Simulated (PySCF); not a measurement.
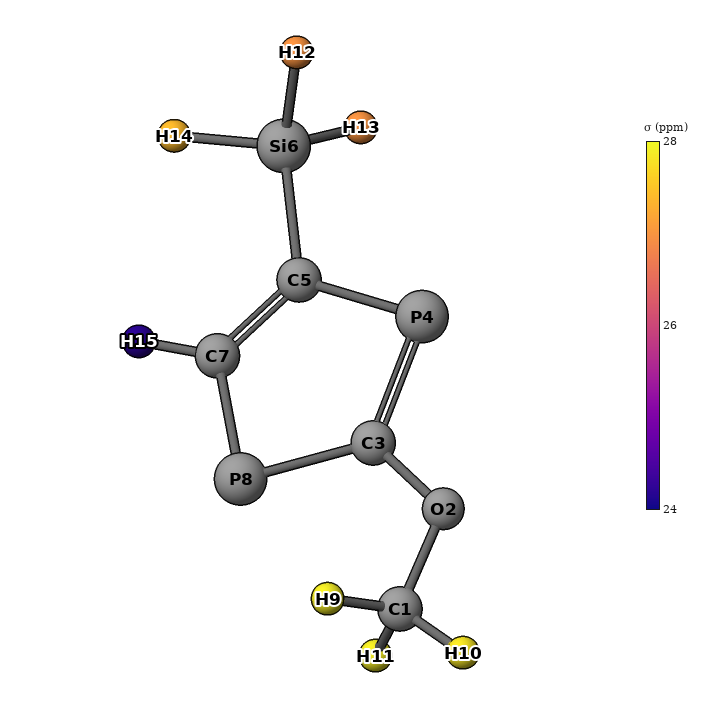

Atoms are coloured by their isotropic NMR shieldings (H only, the others grey). State: charge −1, singlet. The geometry was computed by an optimisation with GFN2-xTB. No frequency run is at hand to confirm it as a minimum. Method: GIAO PBE0/pcSseg-1 NMR shielding, non-relativistic, gas phase (PySCF 2.14.0).

### Which H atom is the most shielded (lowest chemical shift)?

H9, H11 (27.88 ppm).

### Which H atom is the least shielded (highest chemical shift)?

H15 (24.21 ppm).

### How wide is the range of H shifts?

3.67 ppm.

List the isotropic NMR shieldings of the H atoms.

```csv
atom,σ (ppm)
H9,27.88
H10,27.82
H11,27.88
H12,26.98
H13,26.98
H14,27.40
H15,24.21
```

The geometry is semi-empirical. Around P, Si such bond lengths and angles can be off by a tenth of an ångström or more and by several degrees, and values that hang on the shape move with them.
